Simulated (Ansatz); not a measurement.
**Geometry relaxation, with input and output: CH₈Sn (part 2 of 2)**

Continued. System: CH₈Sn. Method: RKS B3LYP-D4/def2-SVP (Ansatz 0.2.0). It belongs to a series of runs on one base structure; here: end point A relaxed.

Geometry of the input (Å):
```
Sn -0.1496  -0.1400  0.1151
C  -0.0910  -0.0488  2.2694
H  -0.7620  -0.8109  2.6935
H  0.9278  -0.2423  2.6329
H  -0.4224  0.9381  2.6197
H  1.4301  -0.3296  -0.5367
H  -0.8501  1.2942  -0.5261
H  -1.1058  -1.4870  -0.3800
H  1.6021  2.0109  1.1071
H  1.3308  1.6930  1.6903
```

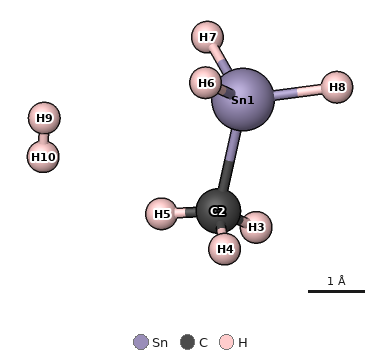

The geometry at step 12 of the log (ball-and-stick view, seen at a tilt; atoms are numbered from 1 in the order of the input).

Trajectory as extended XYZ, continued:
```
10
Properties=species:S:1:pos:R:3:forces:R:3 step=4 energy=-6998.90979
Sn   -0.2195   -0.2299    0.1063   -0.0396  -0.0528   0.0061
C    -0.1834   -0.1722    2.2799    0.0208   0.0170   0.0300
H    -0.8813   -0.9145    2.6933   -0.0015   0.0037  -0.0315
H     0.8307   -0.3957    2.6424   -0.0203   0.0080  -0.0067
H    -0.4779    0.8279    2.6295    0.0110  -0.0157   0.0008
H     1.3710   -0.4153   -0.5273   -0.0114   0.0205   0.0095
H    -0.9176    1.2120   -0.5257    0.0212  -0.0026   0.0071
H    -1.1711   -1.5682   -0.4151   -0.0011  -0.0052  -0.0159
H     1.8785    2.3736    1.0483   -0.0187  -0.0189   0.0936
H     1.6804    2.1600    1.7536    0.0396   0.0459  -0.0929
10
Properties=species:S:1:pos:R:3:forces:R:3 step=5 energy=-6998.91309
Sn   -0.2401   -0.2571    0.1063    0.0179   0.0252  -0.0030
C    -0.1942   -0.1876    2.2779   -0.0058  -0.0029  -0.0236
H    -0.9140   -0.9077    2.6885   -0.0288  -0.0246   0.0272
H     0.8119   -0.4396    2.6388    0.0274  -0.0155   0.0089
H    -0.4577    0.8206    2.6248   -0.0071   0.0241   0.0046
H     1.3551   -0.4104   -0.5207    0.0051  -0.0065  -0.0067
H    -0.9367    1.1874   -0.5189   -0.0116  -0.0005  -0.0063
H    -1.1754   -1.6002   -0.4282   -0.0045  -0.0091  -0.0009
H     1.9339    2.4451    1.0592    0.0016   0.0020  -0.0043
H     1.7270    2.2272    1.7576    0.0058   0.0077   0.0042
10
Properties=species:S:1:pos:R:3:forces:R:3 step=6 energy=-6998.91429
Sn   -0.2465   -0.2682    0.1066    0.0070   0.0110  -0.0191
C    -0.2028   -0.2032    2.2774   -0.0061   0.0012  -0.0068
H    -0.9469   -0.8995    2.6874   -0.0151  -0.0081   0.0152
H     0.7947   -0.4888    2.6384    0.0135  -0.0101   0.0107
H    -0.4332    0.8138    2.6235    0.0020   0.0090   0.0059
H     1.3494   -0.4142   -0.5209    0.0062  -0.0009  -0.0038
H    -0.9522    1.1718   -0.5188   -0.0083   0.0021  -0.0030
H    -1.1746   -1.6155   -0.4320    0.0002  -0.0050   0.0022
H     1.9516    2.4820    1.0532   -0.0140  -0.0145   0.0492
H     1.7707    2.2993    1.7704    0.0146   0.0154  -0.0507
10
Properties=species:S:1:pos:R:3:forces:R:3 step=7 energy=-6998.91506
Sn   -0.2529   -0.2814    0.1061    0.0041   0.0067  -0.0263
C    -0.2100   -0.2196    2.2766   -0.0082   0.0037   0.0466
H    -0.9923   -0.8772    2.6854    0.0372   0.0391  -0.0080
H     0.7726   -0.5583    2.6387   -0.0488   0.0104  -0.0033
H    -0.3872    0.8104    2.6220    0.0173  -0.0571  -0.0083
H     1.3444   -0.4139   -0.5215    0.0042   0.0030  -0.0018
H    -0.9716    1.1531   -0.5178   -0.0063   0.0012  -0.0009
H    -1.1697   -1.6358   -0.4355    0.0041  -0.0020   0.0047
H     1.9686    2.5275    1.0511   -0.0163  -0.0166   0.0589
H     1.8079    2.3727    1.7800    0.0127   0.0116  -0.0616
10
Properties=species:S:1:pos:R:3:forces:R:3 step=8 energy=-6998.91581
Sn   -0.2535   -0.2874    0.1049    0.0019   0.0019  -0.0056
C    -0.2124   -0.2301    2.2768   -0.0018   0.0055   0.0929
H    -1.0333   -0.8440    2.6836    0.0922   0.0783  -0.0352
H     0.7503   -0.6248    2.6420   -0.1130   0.0383  -0.0268
H    -0.3323    0.8099    2.6233    0.0227  -0.1215  -0.0266
H     1.3452   -0.4047   -0.5234   -0.0012   0.0066   0.0015
H    -0.9879    1.1406   -0.5169   -0.0030  -0.0026   0.0018
H    -1.1576   -1.6510   -0.4354    0.0064  -0.0004   0.0015
H     1.9689    2.5531    1.0475   -0.0138  -0.0140   0.0516
H     1.8226    2.4159    1.7828    0.0094   0.0078  -0.0550
10
Properties=species:S:1:pos:R:3:forces:R:3 step=9 energy=-6998.91738
Sn   -0.2513   -0.2872    0.1058    0.0087   0.0085   0.0014
C    -0.2112   -0.2318    2.2779   -0.0020  -0.0028   0.1052
H    -1.0627   -0.8052    2.6821    0.1050   0.0810  -0.0367
H     0.7302   -0.6740    2.6460   -0.1245   0.0479  -0.0362
H    -0.2805    0.8126    2.6260    0.0163  -0.1328  -0.0368
H     1.3495   -0.3802   -0.5215   -0.0016   0.0051   0.0012
H    -1.0040    1.1325   -0.5129   -0.0059  -0.0027   0.0010
H    -1.1361   -1.6620   -0.4380    0.0070   0.0004   0.0047
H     1.9571    2.5504    1.0409   -0.0091  -0.0095   0.0337
H     1.8189    2.4223    1.7788    0.0061   0.0049  -0.0375
10
Properties=species:S:1:pos:R:3:forces:R:3 step=10 energy=-6998.91916
Sn   -0.2455   -0.2808    0.1059    0.0075  -0.0009   0.0132
C    -0.2106   -0.2325    2.2772    0.0103   0.0083   0.1980
H    -1.1169   -0.7249    2.6778    0.1979   0.1189  -0.0710
H     0.6862   -0.7630    2.6503   -0.2099   0.1113  -0.0681
H    -0.1824    0.8171    2.6259   -0.0003  -0.2380  -0.0575
H     1.3603   -0.3152   -0.5173   -0.0207   0.0052   0.0003
H    -1.0505    1.1147   -0.5043    0.0017  -0.0155  -0.0017
H    -1.0825   -1.6884   -0.4313    0.0132   0.0101  -0.0091
H     1.9401    2.5332    1.0309    0.0071   0.0057  -0.0461
H     1.8116    2.4175    1.7701   -0.0068  -0.0051   0.0420
10
Properties=species:S:1:pos:R:3:forces:R:3 step=11 energy=-6998.91999
Sn   -0.2395   -0.2810    0.1197   -0.0010   0.0030  -0.0971
C    -0.2072   -0.2365    2.2908    0.0064  -0.0175   0.2067
H    -1.1528   -0.6513    2.6889    0.2050   0.0987  -0.0787
H     0.6398   -0.8421    2.6667   -0.2009   0.1315  -0.0799
H    -0.0917    0.8055    2.6444   -0.0210  -0.2350  -0.0827
H     1.3562   -0.2883   -0.5267    0.0243   0.0124   0.0408
H    -1.0643    1.0932   -0.5105   -0.0100   0.0191   0.0387
H    -1.0440   -1.6895   -0.4629   -0.0056  -0.0164   0.0565
H     1.9178    2.5368    1.0158   -0.0024  -0.0026   0.0118
H     1.7954    2.4307    1.7591    0.0052   0.0068  -0.0162
10
Properties=species:S:1:pos:R:3:forces:R:3 step=12 energy=-6998.92750
Sn   -0.2362   -0.2780    0.1174   -0.0020   0.0047   0.0089
C    -0.2150   -0.2497    2.2881   -0.0051  -0.0076  -0.0145
H    -1.1823   -0.6005    2.6755    0.0022   0.0066  -0.0015
H     0.5824   -0.9075    2.6626   -0.0074  -0.0035   0.0027
H    -0.0348    0.7741    2.6446    0.0090  -0.0024   0.0024
H     1.3694   -0.2372   -0.5014    0.0051   0.0024   0.0030
H    -1.0952    1.0870   -0.4854   -0.0057   0.0017   0.0019
H    -1.0091   -1.7106   -0.4456    0.0023  -0.0063   0.0003
H     1.9248    2.5383    0.9911   -0.0004  -0.0013   0.0005
H     1.8059    2.4616    1.7383    0.0020   0.0058  -0.0037
10
Properties=species:S:1:pos:R:3:forces:R:3 step=13 energy=-6998.92949
Sn   -0.2359   -0.2765    0.1209    0.0117  -0.0077   0.0188
C    -0.2219   -0.2633    2.2907   -0.0049  -0.0112   0.0156
H    -1.2153   -0.5478    2.6698    0.0429   0.0181  -0.0018
H     0.5264   -0.9790    2.6647   -0.0422   0.0329  -0.0103
H     0.0284    0.7449    2.6528   -0.0025  -0.0410   0.0019
H     1.3753   -0.1985   -0.4822   -0.0130   0.0070  -0.0082
H    -1.1255    1.0751   -0.4697    0.0060  -0.0119  -0.0060
H    -0.9718   -1.7271   -0.4479    0.0021   0.0096  -0.0080
H     1.9319    2.5485    0.9675   -0.0052  -0.0041   0.0299
H     1.8185    2.5011    1.7188    0.0052   0.0082  -0.0318
10
Properties=species:S:1:pos:R:3:forces:R:3 step=14 energy=-6998.92503 accepted=F
Sn   -0.2261   -0.2809    0.1364    0.0073   0.0277  -0.0635
C    -0.2379   -0.2934    2.3049    0.0399  -0.0469   0.2148
H    -1.2768   -0.4370    2.6662    0.3219   0.0500  -0.0641
H     0.4011   -1.1218    2.6780   -0.2255   0.2935  -0.0858
H     0.1549    0.6739    2.6766   -0.1179  -0.2870  -0.0442
H     1.3823   -0.1043   -0.4676   -0.0637  -0.0378   0.0324
H    -1.1694    1.0383   -0.4505    0.0098  -0.0206   0.0145
H    -0.9062   -1.7509   -0.4559    0.0311   0.0183  -0.0055
H     1.9466    2.5657    0.9195   -0.0273   0.0002   0.1848
H     1.8414    2.5880    1.6777    0.0244   0.0025  -0.1835
10
Properties=species:S:1:pos:R:3:forces:R:3 step=15 energy=-6998.92692 accepted=F
Sn   -0.2293   -0.2825    0.1206   -0.0968   0.0862   0.0150
C    -0.2328   -0.2598    2.2888    0.0656  -0.0802   0.0810
H    -1.2214   -0.5255    2.6914   -0.0097  -0.0091  -0.0854
H     0.5024   -0.9962    2.6427    0.0031  -0.0190   0.0670
H     0.0485    0.7305    2.6729    0.0201   0.0340  -0.0634
H     1.3784   -0.1915   -0.4868    0.0033  -0.0027   0.0170
H    -1.1257    1.0665   -0.4658    0.0065  -0.0094  -0.0323
H    -0.9608   -1.7319   -0.4548    0.0083  -0.0033   0.0033
H     1.9359    2.5476    0.9632    0.0014  -0.0019  -0.0118
H     1.8146    2.5203    1.7131   -0.0018   0.0053   0.0096
10
Properties=species:S:1:pos:R:3:forces:R:3 step=16 energy=-6998.93015
Sn   -0.2350   -0.2772    0.1238    0.0005   0.0016  -0.0029
C    -0.2236   -0.2660    2.2930   -0.0025  -0.0068  -0.0072
H    -1.2188   -0.5369    2.6734   -0.0042   0.0035   0.0008
H     0.5135   -0.9914    2.6662   -0.0031  -0.0054   0.0027
H     0.0407    0.7359    2.6585    0.0085   0.0063   0.0048
H     1.3736   -0.1901   -0.4835   -0.0006   0.0013   0.0003
H    -1.1271    1.0692   -0.4739   -0.0003  -0.0025   0.0044
H    -0.9665   -1.7268   -0.4516    0.0022  -0.0017  -0.0013
H     1.9331    2.5478    0.9639   -0.0026  -0.0032   0.0126
H     1.8199    2.5130    1.7154    0.0022   0.0069  -0.0143
10
Properties=species:S:1:pos:R:3:forces:R:3 step=17 energy=-6998.93135
Sn   -0.2330   -0.2775    0.1298   -0.0024  -0.0008  -0.0153
C    -0.2317   -0.2800    2.2984    0.0183  -0.0170   0.0682
H    -1.2482   -0.4781    2.6738    0.0647   0.0165  -0.0217
H     0.4483   -1.0639    2.6692   -0.0566   0.0574  -0.0180
H     0.1079    0.6981    2.6737   -0.0222  -0.0677  -0.0262
H     1.3759   -0.1570   -0.4716   -0.0014   0.0109   0.0052
H    -1.1532    1.0544   -0.4590    0.0079  -0.0058   0.0003
H    -0.9265   -1.7390   -0.4635   -0.0065   0.0040   0.0082
H     1.9398    2.5527    0.9400   -0.0115  -0.0025   0.0731
H     1.8304    2.5677    1.6945    0.0096   0.0050  -0.0737
10
Properties=species:S:1:pos:R:3:forces:R:3 step=18 energy=-6998.93157
Sn   -0.2289   -0.2824    0.1293   -0.0169   0.0291   0.0151
C    -0.2340   -0.2907    2.2972    0.0320  -0.0006   0.1059
H    -1.2589   -0.4413    2.6725    0.0680   0.0117  -0.0338
H     0.4074   -1.1065    2.6684   -0.0544   0.0599  -0.0227
H     0.1515    0.6690    2.6779   -0.0342  -0.0803  -0.0397
H     1.3814   -0.1303   -0.4611   -0.0064  -0.0226  -0.0058
H    -1.1552    1.0466   -0.4550   -0.0033  -0.0031  -0.0056
H    -0.9214   -1.7464   -0.4581    0.0177   0.0039  -0.0130
H     1.9385    2.5477    0.9302   -0.0192   0.0067   0.1293
H     1.8296    2.6118    1.6839    0.0168  -0.0048  -0.1297
10
Properties=species:S:1:pos:R:3:forces:R:3 step=19 energy=-6998.93249
Sn   -0.2291   -0.2804    0.1312   -0.0023   0.0020  -0.0041
C    -0.2312   -0.2908    2.2995    0.0160  -0.0007   0.0513
H    -1.2567   -0.4318    2.6731    0.0300   0.0064  -0.0158
H     0.4018   -1.1110    2.6711   -0.0250   0.0254  -0.0151
H     0.1618    0.6647    2.6784   -0.0163  -0.0355  -0.0197
H     1.3796   -0.1439   -0.4671    0.0002   0.0015   0.0038
H    -1.1548    1.0481   -0.4550    0.0022   0.0013   0.0003
H    -0.9169   -1.7428   -0.4649   -0.0026  -0.0019   0.0001
H     1.9322    2.5409    0.9342   -0.0117   0.0047   0.0795
H     1.8232    2.6246    1.6845    0.0094  -0.0032  -0.0805
10
Properties=species:S:1:pos:R:3:forces:R:3 step=20 energy=-6998.93334
Sn   -0.2252   -0.2774    0.1332   -0.0058  -0.0015   0.0049
C    -0.2278   -0.2958    2.3019   -0.0008  -0.0010   0.0003
H    -1.2547   -0.4234    2.6735   -0.0002   0.0001  -0.0026
H     0.3930   -1.1249    2.6706   -0.0006  -0.0004  -0.0012
H     0.1769    0.6530    2.6811    0.0040  -0.0002   0.0016
H     1.3851   -0.1455   -0.4615    0.0034  -0.0002   0.0000
H    -1.1425    1.0587   -0.4484    0.0008   0.0009   0.0000
H    -0.9205   -1.7341   -0.4686    0.0005   0.0007  -0.0015
H     1.9312    2.4927    0.9389    0.0015  -0.0035  -0.0009
H     1.7944    2.6742    1.6646   -0.0028   0.0052  -0.0006
```

Results in brief:

- outcome: converged
- total energy: −6998.9336 eV
- mean-field energy: −6998.7166 eV
- largest force (length of the vector) at the end: 0.008 eV/Å
- hardware: 2 threads of AMD EPYC (Zen 5), 32 GiB of memory available, shared host
- wall time: 17 s (CPU time 30 s)
- peak memory: 0.18 GiB
